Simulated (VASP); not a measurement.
Band structure of C (graphite). Method: vdW-DF2, VASP's PBE PAW potentials (set 64) (plane waves; VASP 6.6.1).

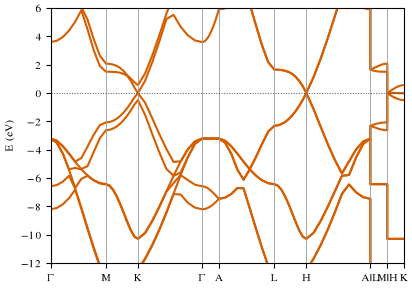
Bands along high-symmetry lines, zero at the valence-band maximum or, without a gap, the Fermi level

Read the plot: is there a gap, and where are the band edges?

It has no gap at this level: it comes out as a metal or semimetal. (Edges off the drawn lines would not show.)

The compound is C in the graphite structure. It was relaxed first, which changed the volume by +6 %.
